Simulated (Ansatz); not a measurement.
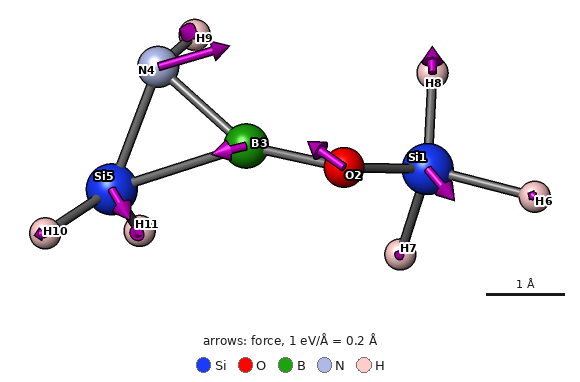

Starting geometry of BSi$_{2}$NH$_{6}$O (coarse preliminary run) with the computed forces as purple arrows. The picture is a ball-and-stick view, seen face on.

The start comes from a force field.

The calculation used Ansatz, RKS PBE-D4/def2-SVP. (force threshold 0.03 eV/Å; at most 200 steps)

Is this structure relaxed? If not, where do the atoms go?

Answer. It isn't relaxed: the largest force vector, on N4, is 4.89 eV/Å. The final displacements have little in common with the starting forces (cosine between the two patterns 0.21). The energy falls by 2.742 eV in 16 accepted moves (17 points after the start). The largest force component goes from 4.1 to 0.012 eV/Å. The line search rejected the trial step at point 7 of the run. The atom that moves furthest after the best rigid fit is H9 (1.60 Å). By element the largest moves are H 1.60 Å, O 1.33 Å, B 0.62 Å, Si 0.38 Å, N 0.16 Å. Among the contacts that change: Si1–B3 2.453 → 2.774 Å, B3–N4 1.600 → 1.394 Å, Si1–H8 1.408 → 1.501 Å, O2–B3 1.443 → 1.358 Å. Bond angles that change, for instance: B3–N4–H9 100.1° → 139.8°, Si5–N4–H9 107.9° → 145.6°, Si1–O2–B3 102.6° → 130.4°. Groups turn about O2–B3 by about 85°, Si1–O2 by about 55°.
